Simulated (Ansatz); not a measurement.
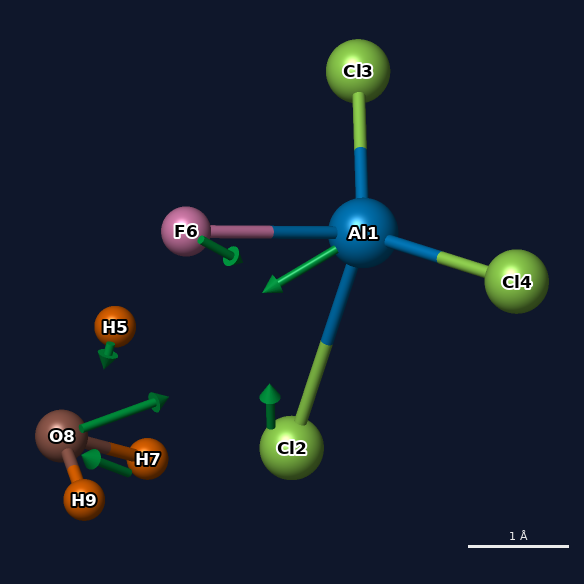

Arrows show the forces on the atoms, 0.3 Å of arrow for 1 eV/Å; forces under a tenth of the largest aren't drawn. Level of theory: PBE0-D4/def2-SVP (Ansatz 0.2.0).

On which atom is the force largest, and how large is it?

On O8: 3.56 eV/Å.

Along which bond is the force strongest?

H7–O8, now 1.269 Å: the forces pull its atoms together, so a first step downhill shortens it.

List the force components in the frame of the picture (x right, y up, z towards the viewer), in eV/Å.

```tsv
atom	Fx	Fy	Fz
Al1	−2.48	−1.48	0.40
Cl2	−0.05	1.45	1.25
Cl3	0.00	0.01	−0.01
Cl4	0.00	0.00	0.01
H5	−0.23	−0.88	−0.40
F6	1.41	−0.77	−1.41
H7	−1.59	0.61	1.86
O8	2.95	1.07	−1.69
H9	−0.01	0.00	−0.01
```
